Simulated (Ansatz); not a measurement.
**Geometry relaxation, with input and output: SiNH6 (part 1 of 2)**

- system: SiNH6, multiplicity 2
- method: UKS PBE0-D4/def2-TZVP (Ansatz 0.2.0)

The geometry is a transition state displaced along its imaginary mode. The reaction was set up to form H1–H4 and to break H1–N2 (atoms counted from 1 in the order of the input); sticks are drawn by distance alone. Figures and captions count atoms from 1; the log counts them from 0 in places.

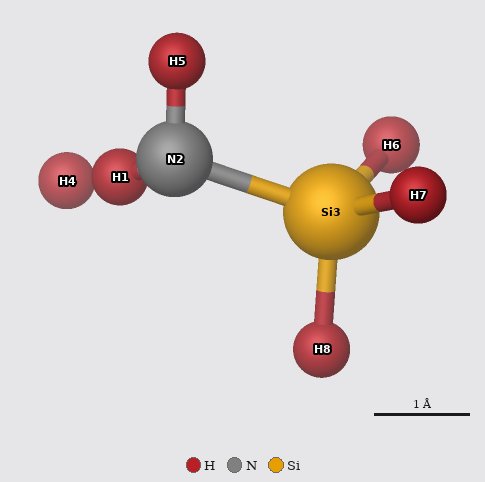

Figure 1. The structure as given in the input (ball-and-stick view, seen at a tilt; atoms are numbered from 1 in the order of the input).

Results in brief

| quantity | value |
| --- | --- |
| outcome | converged |
| total energy | −9458.9759 eV |
| mean-field energy | −9458.8914 eV |
| dispersion energy | −0.0845 eV |
| ⟨S²⟩ | 0.750 |
| SCF solution under orbital rotations | stable |
| largest force (length of the vector) at the end | 0.007 eV/Å |
| dipole moment | 1.38 D |
| hardware | 2 threads of Arm Neoverse V1, 23 GiB of memory available, shared host |
| wall time | 57 s (CPU time 1.8 min) |
| peak memory | 0.18 GiB |

Input file
```yaml
crystal:
  periodic: [false, false, false]
  atoms:
    - {symbol: H, position_ang: [0.349803, -1.004041, 0.883021]}
    - {symbol: N, position_ang: [0.730265, -0.272540, 0.573765]}
    - {symbol: Si, position_ang: [-0.179080, 0.496747, -0.743541]}
    - {symbol: H, position_ang: [-0.405285, -1.750438, 1.384503]}
    - {symbol: H, position_ang: [0.844202, 0.417310, 1.341504]}
    - {symbol: H, position_ang: [-1.502270, 1.038306, -0.304575]}
    - {symbol: H, position_ang: [0.572631, 1.629198, -1.368231]}
    - {symbol: H, position_ang: [-0.410265, -0.554642, -1.766446]}
basis:
  gaussian: {orbitals: def2-TZVP}
magnetization: {spin_polarized: true, initial_magnetization: 1}
hamiltonian: {xc: pbe0, dispersion: d4}
relax: {f_tol: 0.005, max_steps: 200}
```

Launched with:
```bash
ansatz run in.yaml --threads 2 --pin off --events-out ev --progress --plain --max-ram 4352MiB
```

Log
```
Functional definition: PBE0
  name "PBE0"
  cite "Adamo & Barone, J. Chem. Phys. 110, 6158 (1999) doi:10.1063/1.478522"
  cite "Perdew, Burke & Ernzerhof, Phys. Rev. Lett. 77, 3865 (1996) doi:10.1103/PhysRevLett.77.3865"
  parent pbe
  parameter a = 0.25
  parameter kappa = 0.804
  parameter beta = 0.06672455060314922
  exchange = (1 - a)*pbe_x(kappa = kappa, mu = beta*pi^2/3) + a*exact_x
  correlation = pbe_c(beta = beta)
687 factors; their error is unknown
mean field evaluation 1: about -9451.1670 eV, gradient 4.2e1 eV
mean field evaluation 2: about -9438.0643 eV, gradient 6.3e1 eV
mean field evaluation 4: about -9457.7127 eV, gradient 1.2e0 eV
mean field evaluation 8: about -9457.7248 eV, gradient 4.2e-2 eV
mean field evaluation 16: about -9457.7580 eV, gradient 5.0e-5 eV
mean field -9457.75803518 eV, -347.5661970941 hartree, gradient 1.6e-5 eV, S^2 0.752158; 0 other end points of the search recorded, 0 dependent functions left out
the calculation of the forces begins
reference -9457.75806498 eV, -347.5661981892 hartree; 14, 13 occupied and 90, 91 virtual orbitals, 687 factors
relax step   1: F+E_penalty+E_count = -9457.84997045 eV  Δ(F+E_penalty+E_count) = +0.000e0 eV  max|allowed force component| = 1.018e1 eV/Å  Δτ_max = 0.0000 Å  (29 SCF iters, accepted)
these checks for a lower state are left out or cut short: starts, cluster_reference, orbital_swaps, neighbouring_geometries, increment
687 factors; their error is unknown
mean field -9458.65939204 eV, -347.5993213478 hartree, gradient 6.7e-6 eV, S^2 0.752388; 0 other end points of the search recorded, 0 dependent functions left out
[... from here on the field's lines of each further geometry are left out, up to the last ...]
relax step   2: F+E_penalty+E_count = -9458.74923268 eV  Δ(F+E_penalty+E_count) = -8.993e-1 eV  max|allowed force component| = 1.792e0 eV/Å  Δτ_max = 0.1950 Å  (31 SCF iters, accepted)
relax step   3: F+E_penalty+E_count = -9458.83609283 eV  Δ(F+E_penalty+E_count) = -8.686e-2 eV  max|allowed force component| = 3.057e-1 eV/Å  Δτ_max = 0.1035 Å  (33 SCF iters, accepted)
relax step   4: F+E_penalty+E_count = -9458.88929861 eV  Δ(F+E_penalty+E_count) = -5.321e-2 eV  max|allowed force component| = 2.579e-1 eV/Å  Δτ_max = 0.1665 Å  (31 SCF iters, accepted)
relax step   5: F+E_penalty+E_count = -9458.92359569 eV  Δ(F+E_penalty+E_count) = -3.430e-2 eV  max|allowed force component| = 1.856e-1 eV/Å  Δτ_max = 0.1840 Å  (31 SCF iters, accepted)
relax step   6: F+E_penalty+E_count = -9458.94965700 eV  Δ(F+E_penalty+E_count) = -2.606e-2 eV  max|allowed force component| = 1.627e-1 eV/Å  Δτ_max = 0.1942 Å  (31 SCF iters, accepted)
relax step   7: F+E_penalty+E_count = -9458.96257981 eV  Δ(F+E_penalty+E_count) = -1.292e-2 eV  max|allowed force component| = 6.681e-2 eV/Å  Δτ_max = 0.1894 Å  (30 SCF iters, accepted)
relax step   8: F+E_penalty+E_count = -9458.96787775 eV  Δ(F+E_penalty+E_count) = -5.298e-3 eV  max|allowed force component| = 5.903e-2 eV/Å  Δτ_max = 0.1427 Å  (31 SCF iters, accepted)
relax step   9: F+E_penalty+E_count = -9458.96694636 eV  Δ(F+E_penalty+E_count) = +9.314e-4 eV  max|allowed force component| = 3.644e-1 eV/Å  Δτ_max = 0.1932 Å  (31 SCF iters, rejected (line search))
relax step  10: F+E_penalty+E_count = -9458.96990048 eV  Δ(F+E_penalty+E_count) = -2.023e-3 eV  max|allowed force component| = 5.675e-2 eV/Å  Δτ_max = 0.0935 Å  (31 SCF iters, accepted)
relax step  11: F+E_penalty+E_count = -9458.97089516 eV  Δ(F+E_penalty+E_count) = -9.947e-4 eV  max|allowed force component| = 5.235e-2 eV/Å  Δτ_max = 0.0967 Å  (30 SCF iters, accepted)
relax step  12: F+E_penalty+E_count = -9458.97135641 eV  Δ(F+E_penalty+E_count) = -4.613e-4 eV  max|allowed force component| = 2.730e-2 eV/Å  Δτ_max = 0.0614 Å  (30 SCF iters, accepted)
relax step  13: F+E_penalty+E_count = -9458.97166065 eV  Δ(F+E_penalty+E_count) = -3.042e-4 eV  max|allowed force component| = 2.416e-2 eV/Å  Δτ_max = 0.0701 Å  (31 SCF iters, accepted)
relax step  14: F+E_penalty+E_count = -9458.97206907 eV  Δ(F+E_penalty+E_count) = -4.084e-4 eV  max|allowed force component| = 3.797e-2 eV/Å  Δτ_max = 0.1198 Å  (31 SCF iters, accepted)
relax step  15: F+E_penalty+E_count = -9458.97236966 eV  Δ(F+E_penalty+E_count) = -3.006e-4 eV  max|allowed force component| = 5.422e-2 eV/Å  Δτ_max = 0.1303 Å  (31 SCF iters, accepted)
relax step  16: F+E_penalty+E_count = -9458.97266652 eV  Δ(F+E_penalty+E_count) = -2.969e-4 eV  max|allowed force component| = 7.042e-2 eV/Å  Δτ_max = 0.0447 Å  (32 SCF iters, accepted)
relax step  17: F+E_penalty+E_count = -9458.97330686 eV  Δ(F+E_penalty+E_count) = -6.403e-4 eV  max|allowed force component| = 6.883e-2 eV/Å  Δτ_max = 0.0936 Å  (30 SCF iters, accepted)
relax step  18: F+E_penalty+E_count = -9458.97379724 eV  Δ(F+E_penalty+E_count) = -4.904e-4 eV  max|allowed force component| = 3.168e-2 eV/Å  Δτ_max = 0.1675 Å  (31 SCF iters, accepted)
relax step  19: F+E_penalty+E_count = -9458.97399581 eV  Δ(F+E_penalty+E_count) = -1.986e-4 eV  max|allowed force component| = 2.620e-2 eV/Å  Δτ_max = 0.0384 Å  (31 SCF iters, accepted)
relax step  20: F+E_penalty+E_count = -9458.97422354 eV  Δ(F+E_penalty+E_count) = -2.277e-4 eV  max|allowed force component| = 1.732e-2 eV/Å  Δτ_max = 0.0175 Å  (23 SCF iters, accepted)
relax step  21: F+E_penalty+E_count = -9458.97456575 eV  Δ(F+E_penalty+E_count) = -3.422e-4 eV  max|allowed force component| = 1.200e-2 eV/Å  Δτ_max = 0.0580 Å  (32 SCF iters, accepted)
relax step  22: F+E_penalty+E_count = -9458.97489725 eV  Δ(F+E_penalty+E_count) = -3.315e-4 eV  max|allowed force component| = 4.046e-2 eV/Å  Δτ_max = 0.1087 Å  (29 SCF iters, accepted)
relax step  23: F+E_penalty+E_count = -9458.97519340 eV  Δ(F+E_penalty+E_count) = -2.961e-4 eV  max|allowed force component| = 2.754e-2 eV/Å  Δτ_max = 0.0500 Å  (30 SCF iters, accepted)
relax step  24: F+E_penalty+E_count = -9458.97553284 eV  Δ(F+E_penalty+E_count) = -3.394e-4 eV  max|allowed force component| = 5.133e-2 eV/Å  Δτ_max = 0.1041 Å  (29 SCF iters, accepted)
relax step  25: F+E_penalty+E_count = -9458.97569441 eV  Δ(F+E_penalty+E_count) = -1.616e-4 eV  max|allowed force component| = 1.610e-2 eV/Å  Δτ_max = 0.0368 Å  (31 SCF iters, accepted)
relax step  26: F+E_penalty+E_count = -9458.97576860 eV  Δ(F+E_penalty+E_count) = -7.419e-5 eV  max|allowed force component| = 1.143e-2 eV/Å  Δτ_max = 0.0191 Å  (31 SCF iters, accepted)
relax step  27: F+E_penalty+E_count = -9458.97583409 eV  Δ(F+E_penalty+E_count) = -6.548e-5 eV  max|allowed force component| = 1.881e-2 eV/Å  Δτ_max = 0.0241 Å  (31 SCF iters, accepted)
relax step  28: F+E_penalty+E_count = -9458.97587142 eV  Δ(F+E_penalty+E_count) = -3.733e-5 eV  max|allowed force component| = 1.346e-2 eV/Å  Δτ_max = 0.0242 Å  (31 SCF iters, accepted)
relax step  29: F+E_penalty+E_count = -9458.97589305 eV  Δ(F+E_penalty+E_count) = -2.163e-5 eV  max|allowed force component| = 5.083e-3 eV/Å  Δτ_max = 0.0111 Å  (23 SCF iters, accepted)
the calculation of the forces begins
reference -9458.89143046 eV, -347.6078486024 hartree; 14, 13 occupied and 90, 91 virtual orbitals, 687 factors
relax step  30: F+E_penalty+E_count = -9458.97590282 eV  Δ(F+E_penalty+E_count) = -9.768e-6 eV  max|allowed force component| = 4.964e-3 eV/Å  Δτ_max = 0.0135 Å  (23 SCF iters, accepted)
687 factors; their error is unknown
mean field evaluation 224: about -9458.8512 eV, gradient 8.4e-1 eV
```

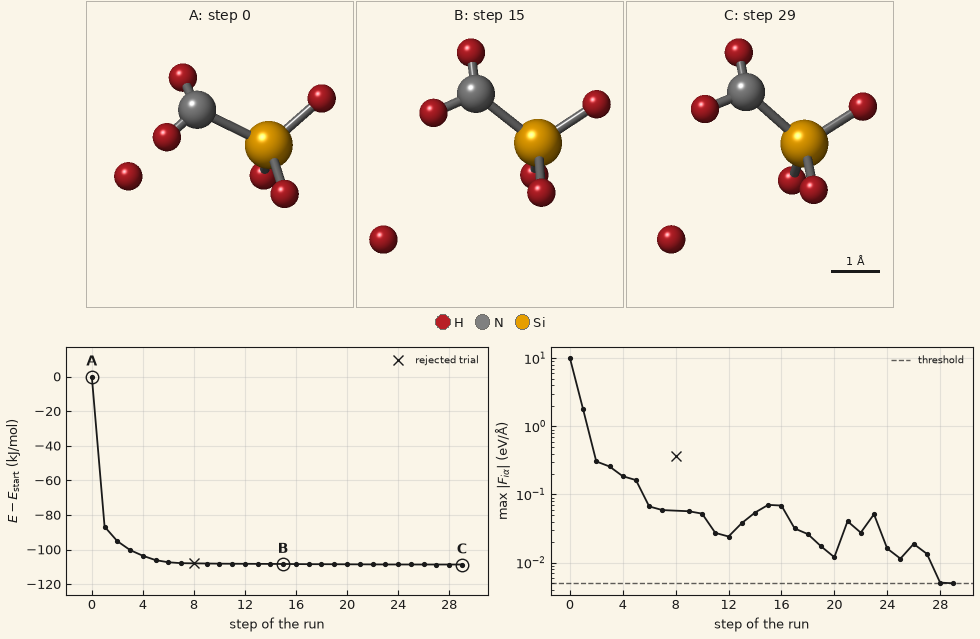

Figure 2. Frames of the relaxation (ball-and-stick view, seen at a tilt) above the curves, on which the letters mark them (the first geometry is step 0 here and step 1 in the log).

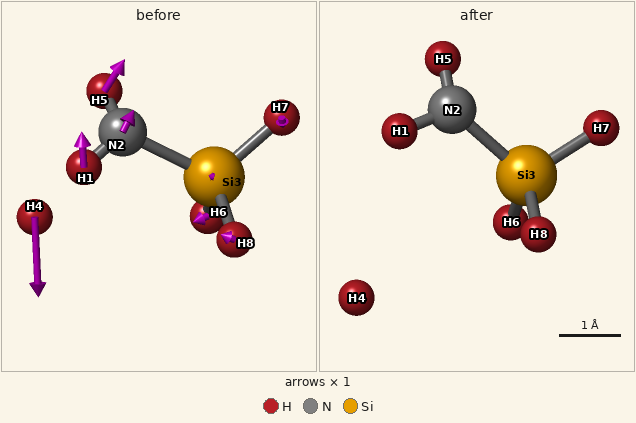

Figure 3. Before (left) and after (right) the relaxation, at one scale (ball-and-stick view, seen at a tilt). The pink arrows give the displacements, at true length. After 29 geometry steps the energy has fallen by 108.6 kJ/mol. The largest force component goes from 10 to 0.005 eV/Å. The line search rejected the trial step at point 8 (counted from 0) and went back. H4 moves most after the best rigid fit: 1.36 Å. Largest moves by element: H 1.36 Å, N 0.42 Å, Si 0.10 Å. Among the contacts that change: H1–N2 0.881 → 1.007 Å, N2–Si3 1.776 → 1.720 Å, N2–H5 1.038 → 1.007 Å. Among the angles that change: Si3–N2–H5 108.5° → 119.5°, H1–N2–Si3 113.5° → 119.5°, N2–Si3–H7 112.4° → 107.8°. (Atoms are counted from 1 in the order of the input.)

```
mean field -9458.89139892 eV, -347.6078474436 hartree, gradient 1.7e-5 eV, S^2 0.750038; 1 other end points of the search recorded, 0 dependent functions left out
the calculation of the forces begins
reference -9458.89143046 eV, -347.6078486024 hartree; 14, 13 occupied and 90, 91 virtual orbitals, 687 factors
Total energy: -9458.97593435 eV, -347.6109540632 hartree
Atom 0 at     0.945606    -0.693227     1.105243 Å, force     0.001257    -0.000511     0.001853 eV/Å
Atom 1 at     0.973777     0.161078     0.572213 Å, force    -0.004964     0.002345    -0.004028 eV/Å
Atom 2 at    -0.176810     0.417266    -0.680821 Å, force     0.002649    -0.001499     0.000265 eV/Å
Atom 3 at    -1.478620    -2.297776     1.090859 Å, force    -0.000003    -0.000056     0.000249 eV/Å
Atom 4 at     1.253149     0.934140     1.154522 Å, force     0.001769    -0.001121     0.001610 eV/Å
Atom 5 at    -1.583110     0.661239    -0.238931 Å, force    -0.000470     0.000243     0.000154 eV/Å
Atom 6 at     0.255498     1.607961    -1.457414 Å, force    -0.000093     0.001138     0.000111 eV/Å
Atom 7 at    -0.189488    -0.790780    -1.545672 Å, force    -0.000146    -0.000539    -0.000214 eV/Å
Dipole moment:     0.032086    -0.021204     0.284392 e Å
```

Trajectory as extended XYZ (Å, eV, eV/Å), 30 frames, from step=1 to step=30
```
8
Properties=species:S:1:pos:R:3:forces:R:3 step=1 energy=-9457.84997
H     0.3498   -1.0040    0.8830   -3.3434  -7.6527   3.0573
N     0.7303   -0.2725    0.5738    4.0351  10.1829  -3.6498
Si   -0.1791    0.4967   -0.7435    0.2130  -0.3912   0.2469
H    -0.4053   -1.7504    1.3845   -1.0500  -1.0543   0.7069
H     0.8442    0.4173    1.3415    0.0699  -0.9021  -0.5594
H    -1.5023    1.0383   -0.3046    0.0594  -0.0094  -0.0474
H     0.5726    1.6292   -1.3682    0.0480  -0.1958   0.2498
H    -0.4103   -0.5546   -1.7664   -0.0321   0.0226  -0.0044
8
Properties=species:S:1:pos:R:3:forces:R:3 step=2 energy=-9458.74923
H     0.4159   -1.0413    0.8661   -0.1352  -1.0452   0.3886
N     0.7769   -0.1738    0.5386    0.1022   1.7918  -0.7428
Si   -0.1896    0.5118   -0.7620    0.3674  -0.1380   0.3520
H    -0.5247   -1.8804    1.4673   -0.3449  -0.3328   0.2253
H     0.8624    0.4599    1.3329    0.0981  -0.2746  -0.1630
H    -1.5083    1.0430   -0.3110   -0.0376   0.0050  -0.0763
H     0.5800    1.6334   -1.3597   -0.0356  -0.0011   0.0011
H    -0.4126   -0.5527   -1.7720   -0.0145  -0.0052   0.0151
8
Properties=species:S:1:pos:R:3:forces:R:3 step=3 energy=-9458.83609
H     0.4519   -1.0560    0.8575    0.2281   0.1490  -0.0776
N     0.7790   -0.1457    0.5284   -0.3057   0.2905  -0.2075
Si   -0.1865    0.5302   -0.7620    0.2073  -0.1387   0.1953
H    -0.5758   -1.9518    1.5221   -0.2157  -0.2160   0.1448
H     0.8898    0.4614    1.3331    0.0921  -0.1037  -0.0447
H    -1.5200    1.0545   -0.3460   -0.0141   0.0131  -0.0076
H     0.5698    1.6523   -1.3725   -0.0057   0.0166   0.0027
H    -0.4082   -0.5450   -1.7607    0.0137  -0.0109  -0.0054
8
Properties=species:S:1:pos:R:3:forces:R:3 step=4 energy=-9458.88930
H     0.4317   -1.0204    0.8902    0.1742   0.2544  -0.2220
N     0.7371   -0.1191    0.5223   -0.0481  -0.0847   0.2579
Si   -0.1912    0.5454   -0.7742    0.0152   0.0351   0.0797
H    -0.5998   -2.1036    1.5862   -0.1432  -0.1691   0.1048
H     0.9784    0.4737    1.3074   -0.0023   0.0001  -0.1818
H    -1.5282    1.0930   -0.3942   -0.0290  -0.0465  -0.0207
H     0.5642    1.6750   -1.3732    0.0448  -0.0241  -0.0194
H    -0.3922   -0.5443   -1.7644   -0.0115   0.0348   0.0014
8
Properties=species:S:1:pos:R:3:forces:R:3 step=5 energy=-9458.92360
H     0.3978   -0.9840    0.9062    0.1405   0.1856  -0.0117
N     0.7093   -0.0942    0.5338   -0.0058   0.0946   0.0428
Si   -0.1913    0.5662   -0.7794    0.0129   0.0168   0.0370
H    -0.5946   -2.2800    1.6379   -0.0889  -0.1259   0.0683
H     1.0172    0.5198    1.2772   -0.0563  -0.1528  -0.1054
H    -1.5267    1.1369   -0.4294   -0.0206  -0.0188  -0.0069
H     0.5945    1.6683   -1.3914    0.0283  -0.0133  -0.0074
H    -0.4063   -0.5331   -1.7549   -0.0101   0.0138  -0.0166
8
Properties=species:S:1:pos:R:3:forces:R:3 step=6 energy=-9458.94966
H     0.3883   -0.9366    0.9356    0.0403   0.0148   0.0478
N     0.6863   -0.0601    0.5378    0.1083   0.1627   0.0770
Si   -0.1945    0.5872   -0.7879   -0.0167   0.0283  -0.0400
H    -0.6166   -2.4631    1.6987   -0.0442  -0.0713   0.0343
H     1.0659    0.5535    1.2468   -0.0922  -0.1370  -0.1298
H    -1.5327    1.1697   -0.4635    0.0178   0.0010  -0.0033
H     0.6198    1.6649   -1.4086   -0.0106   0.0005   0.0113
H    -0.4165   -0.5156   -1.7589   -0.0027   0.0010   0.0028
8
Properties=species:S:1:pos:R:3:forces:R:3 step=7 energy=-9458.96258
H     0.4393   -0.8696    1.0085    0.0124   0.0566  -0.0158
N     0.7137   -0.0136    0.5518    0.0425   0.0555   0.0250
Si   -0.1967    0.5810   -0.7809    0.0318   0.0029   0.0329
H    -0.7287   -2.5953    1.6222   -0.0230  -0.0358   0.0128
H     1.1279    0.6309    1.2086   -0.0521  -0.0668  -0.0591
H    -1.5316    1.1664   -0.4531   -0.0032  -0.0055   0.0009
H     0.6018    1.6484   -1.4383   -0.0057  -0.0036  -0.0004
H    -0.4258   -0.5483   -1.7189   -0.0027  -0.0034   0.0036
```
